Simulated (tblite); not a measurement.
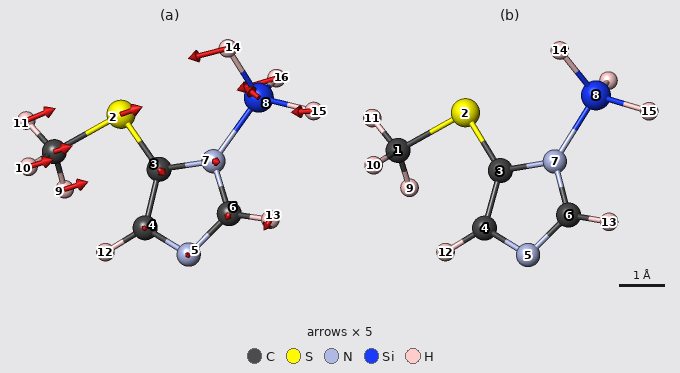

The structure of C4H8N2SSi before (left) and after (right) a relaxation, at one scale. The red arrows give the displacements, 5 times their true length.

A ball-and-stick model, seen at a tilt.

Theory: GFN2-xTB geometry optimisation, gas phase (tblite). 

Summarise the run.

Answer. H16 moves most after the best rigid fit: 0.21 Å. By element the largest moves are H 0.21 Å, S 0.12 Å, Si 0.10 Å, C 0.09 Å, N 0.04 Å. Near-neighbour distances that change, for instance: S2–Si8 3.488 → 3.300 Å, Si8–H14 1.482 → 1.460 Å, C1–S2 1.796 → 1.816 Å, C1–H11 1.104 → 1.085 Å. Bond angles that change, for instance: N7–Si8–H15 110.0° → 103.0°, C6–N7–Si8 122.2° → 128.9°, H14–Si8–H15 107.8° → 113.0°. After 48 geometry steps the energy has fallen by 0.170 eV. Cost: 0.6 s on 1 thread of Arm Neoverse N1, on a shared host.
